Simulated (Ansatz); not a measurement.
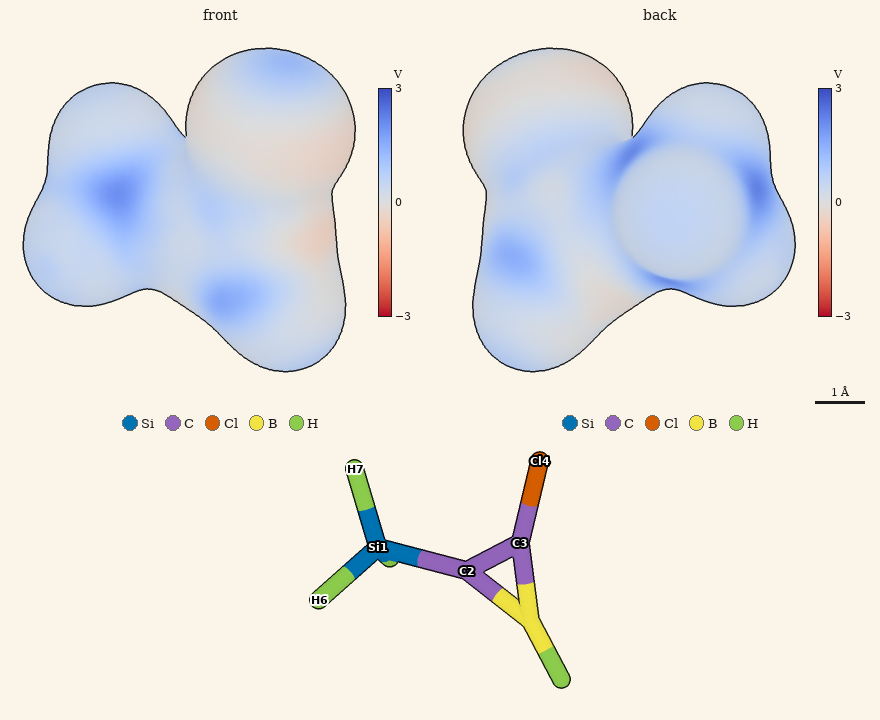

Figure 1: C₂H₄BClSi (SMILES [SiH3]C1=C(Cl)B1). The electrostatic potential painted on the density surface at 0.004 e/bohr³, seen from the front and from behind; the colour scale runs from red (negative) to blue (positive). The bare structure is drawn below in the same view.

Geometry: PBE0-D4/def2-TZVP.

Theory: RKS PBE0-D4/def2-TZVPP (Ansatz).

```tsv
atom	x (Å)	y (Å)	z (Å)
Si	-1.4464	0.1779	-0.4141
C	0.2836	-0.0351	0.2110
C	1.5616	-0.2201	-0.1736
Cl	2.4266	-0.3839	-1.6155
B	1.3373	-0.1429	1.2618
H	-1.9578	1.4849	0.0683
H	-1.4927	0.1375	-1.8970
H	-2.2805	-0.9156	0.1437
H	1.6568	-0.1489	2.3984
```

Question: Where is the surface potential most negative and most positive?

Answer: The most negative region (about −0.4 V) lies over C3 and Cl4, the most positive (about +2.0 V) over Si1. Cl4 shows a σ-hole: about +1.2 V at the tip opposite its bond, against about −0.2 V on its flanks.
